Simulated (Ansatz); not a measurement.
# CH2AlN (SMILES N#[C][AlH2]): r2SCAN0/aug-cc-pVDZ

What is the energy change on altering one bond length of CH2AlN at r2SCAN0/aug-cc-pVDZ? 

The results are computed with Ansatz 0.2.0.

69 further runs of the same task are left out: 69 set aside as unsound or not needed.

## Step 1: The structure to begin with

CH2AlN has 5 atoms, charge 0, and is taken as a singlet. SMILES: `N#[C][AlH2]`. Geometry: relaxed at PBE0-D4/def2-TZVP.

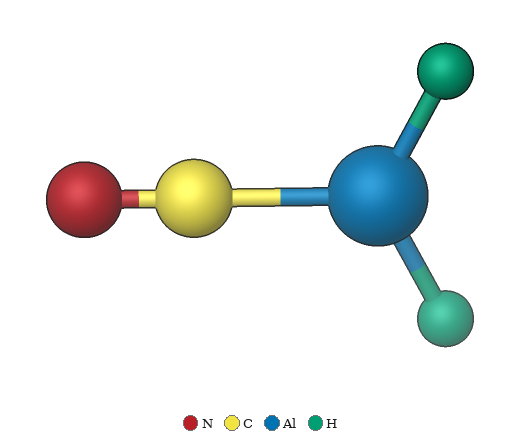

The structure, seen from a chosen angle (nitrogen red, carbon yellow, aluminium blue, hydrogen teal).

## Step 2: The energy at r2SCAN0/aug-cc-pVDZ

Input file input.yaml:

```yaml
crystal:
  periodic: [false, false, false]
  atoms:
    - {symbol: "N", position_ang: [1.382300, -1.346000, 1.394200]}
    - {symbol: C, position_ang: [0.714200, -0.698000, 0.711800]}
    - {symbol: Al, position_ang: [-0.407200, 0.390000, -0.434600]}
    - {symbol: H, position_ang: [-1.629700, -0.322900, -1.120200]}
    - {symbol: H, position_ang: [-0.009700, 1.903200, -0.592600]}
basis:
  gaussian: {orbitals: aug-cc-pVDZ}
hamiltonian: {xc: {name: r2SCAN0}}
accuracy: high
output: {orbitals: {seedname: orbitals}}
```

On the command line:

```sh
$ ansatz run input.yaml --threads 1 --pin off --max-ram 3480MiB --events-out events.jsonl --progress --plain --runs-dir runs
```

The log of the run:

```text
Warning: RAYON_NUM_THREADS=1 ignored (pool sized by the plan → 1); use --threads N
Functional definition: r2SCAN0
  name "r2SCAN0"
  parameter a = 0.25
  parameter k0 = 0.174
  parameter k1 = 0.065
  parameter a1 = 4.9479
  exchange = (1 - a)*r2scan_x(k0 = k0, k1 = k1, a1 = a1) + a*exact_x
  correlation = r2scan_c
1733 factors; integrals over basis functions are off by at most 3.3e-9 eV
mean field evaluation 1: about -9149.6306 eV, gradient 3.7e1 eV
mean field evaluation 2: about -9145.4781 eV, gradient 5.5e1 eV
mean field evaluation 4: about -9153.0385 eV, gradient 2.5e0 eV
mean field evaluation 8: about -9153.0558 eV, gradient 4.2e-2 eV
mean field evaluation 16: about -9153.0559 eV, gradient 3.7e-7 eV
mean field -9153.05585291 eV, -336.3685984302 hartree, gradient 6.8e-8 eV, S^2 0.000000; 0 other end points of the search recorded, 0 dependent functions left out
reference -9153.05585683 eV, -336.3685985744 hartree; 14, 14 occupied and 77, 77 virtual orbitals, 1733 factors
Total energy: -9153.05585683 eV, -336.3685985744 hartree
```

It took 8.4 s on 1 thread of Arm Neoverse V2, shared host; peak memory 0.29 GiB.

## Step 3: The distorted shape

Input file in.yaml:

```yaml
crystal:
  periodic: [false, false, false]
  atoms:
    - symbol: N
      position_ang: [2.727972, -2.651593, 2.769872]
    - symbol: C
      position_ang: [2.059872, -2.003593, 2.087472]
    - symbol: Al
      position_ang: [-0.407200, 0.390000, -0.434600]
    - symbol: H
      position_ang: [-1.629700, -0.322900, -1.120200]
    - symbol: H
      position_ang: [-0.009700, 1.903200, -0.592600]
basis:
  gaussian:
    orbitals: aug-cc-pVDZ
hamiltonian:
  xc: {name: r2SCAN0}
accuracy: high
output: {orbitals: {seedname: orbitals}}
```

On the command line:

```sh
$ ansatz run in.yaml --threads 1 --pin off --max-ram 3480MiB --events-out events.jsonl --progress --plain --runs-dir runs
```

The log of the run, cut to the lines that bear on the results:

```text
Warning: RAYON_NUM_THREADS=1 ignored (pool sized by the plan → 1); use --threads N
[... 8 set-up lines as earlier in the session ...]
1722 factors; integrals over basis functions are off by at most 3.5e-9 eV
mean field evaluation 1: about -9141.3579 eV, gradient 4.8e1 eV
mean field evaluation 2: about -8879.5351 eV, gradient 1.3e2 eV
mean field evaluation 4: about -9147.8291 eV, gradient 1.2e1 eV
mean field evaluation 8: about -9148.2062 eV, gradient 2.3e-1 eV
mean field evaluation 16: about -9148.2062 eV, gradient 4.2e-5 eV
mean field -9148.20623571 eV, -336.1903782853 hartree, gradient 2.1e-8 eV, S^2 0.000000; 0 other end points of the search recorded, 0 dependent functions left out
reference -9148.20623804 eV, -336.1903783712 hartree; 14, 14 occupied and 77, 77 virtual orbitals, 1722 factors
Total energy: -9148.20623804 eV, -336.1903783712 hartree
```

Run time: 9 s. Hardware: 1 thread of Arm Neoverse V2, shared host; peak memory 0.28 GiB.

## Step 4: Results

At r2SCAN0/aug-cc-pVDZ:

| quantity | value |
| --- | --- |
| first shape: total energy | -336.36860 Eh |
| first shape: HOMO energy | -9.44 eV |
| first shape: LUMO energy | -2.45 eV |
| first shape: HOMO–LUMO gap | 6.99 eV |
| distorted shape: total energy | -336.19038 Eh |
| distorted shape: HOMO energy | -7.03 eV |
| distorted shape: LUMO energy | -5.07 eV |
| distorted shape: HOMO–LUMO gap | 1.96 eV |
| energy change with the C2–Al3 bond stretched from 1.938 to 4.263 Å | 4.850 eV |

**Reading.** With the C2–Al3 bond stretched from 1.938 to 4.263 Å the energy rises by 4.85 eV (468 kJ/mol). The first shape isn't relaxed at this level, so the change isn't measured from a minimum.
